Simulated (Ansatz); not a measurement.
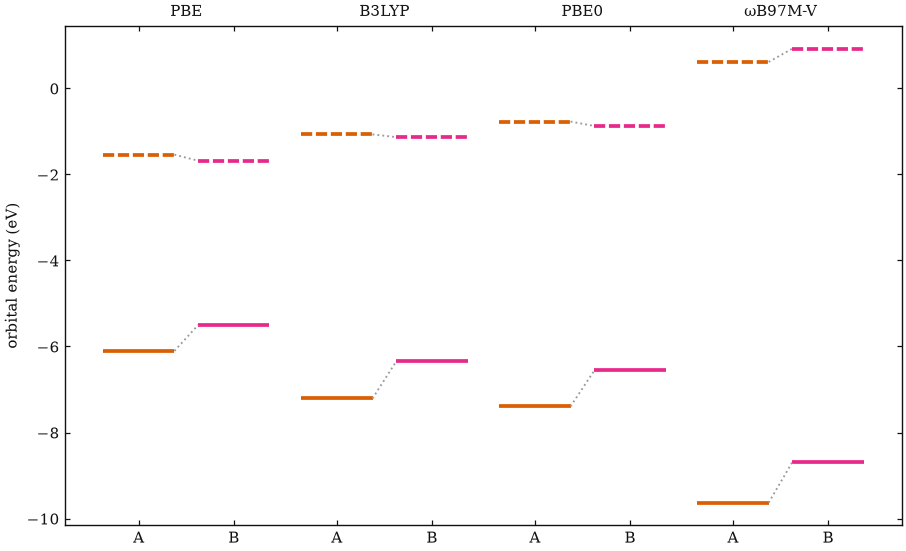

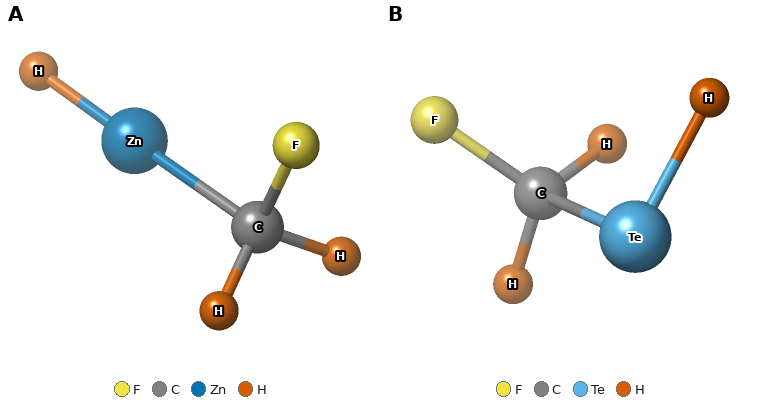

One change: A, CH₃FZn (SMILES F[CH2][ZnH]), becomes B, CH₃FTe (SMILES FC[TeH]). ZnH on C is replaced by TeH. HOMO (solid) and LUMO (dashed) computed in def2-TZVPP at PBE0-D4/def2-TZVP geometries, both minima by their frequencies, gas phase, the Ansatz code. Empty levels above zero depend strongly on the basis.

Q: What does the change do to HOMO and LUMO?

A: PBE: the HOMO rises by 0.60 eV, the LUMO falls by 0.14 eV, and the separation goes from 4.56 to 3.82 eV. B3LYP: the HOMO rises by 0.86 eV, the LUMO falls by 0.06 eV, and the separation goes from 6.14 to 5.21 eV. PBE0: the HOMO rises by 0.83 eV, the LUMO falls by 0.10 eV, and the separation goes from 6.62 to 5.68 eV. ωB97M-V: the HOMO rises by 0.95 eV, the LUMO rises by 0.31 eV, and the separation goes from 10.25 to 9.61 eV.

Q: Do the functionals agree on the effect?

A: Not on every direction; the HOMO shift lies between 0.60 and 0.95 eV and the LUMO shift between −0.14 and 0.31 eV, while the separations themselves differ by up to 5.8 eV between functionals.

Note: core potentials past krypton; spin-orbit coupling is left out, and with Te it can shift these values.
